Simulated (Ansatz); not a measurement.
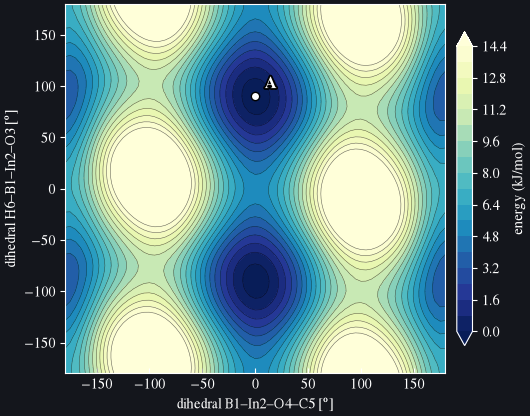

CH₆BInO₂, SMILES [BH2][In]([OH])[O]C. First axis: dihedral B1–In2–O4–C5. Second axis: dihedral H6–B1–In2–O3. Nothing is relaxed (all other coordinates rigid). Grid: 10 × 10 points. Points are written as (first, second). All energies are given in kJ/mol relative to the lowest grid point. The calculation used RKS r2SCAN-D4/def2-SVP in Ansatz 0.2.0.

Drawn: filled contours, one colour for all values above the top of the scale, the point A. Between grid points the surface is interpolated.

**Find the lowest pass out of the well at A.**

The easiest path leads from the well at about (0°, 90°) to the well at about (0°, −90°), about 0.057 kJ/mol higher (on a rigid scan; wells that are mirror images or exchange like atoms can differ by this much). Its highest point lies about 5.7 kJ/mol above the bottom of the first well on the interpolated surface, at (0°, 0°). The start is the relaxed structure and all else is held, so a fully relaxed path at this level can only be lower.

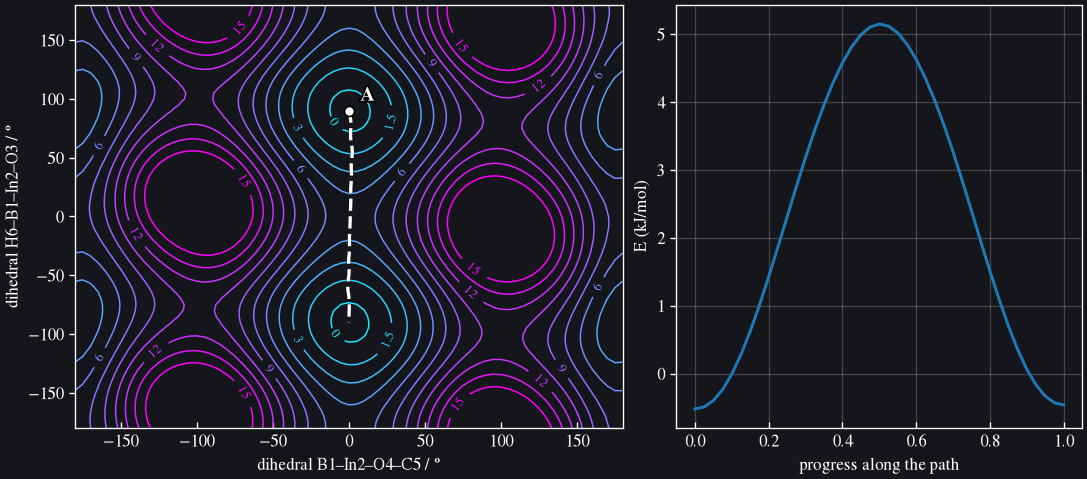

In the figure: contour lines labelled in kJ/mol (none above 15), a line along the lowest path, the energy along the path at the right. Between grid points the surface is interpolated.
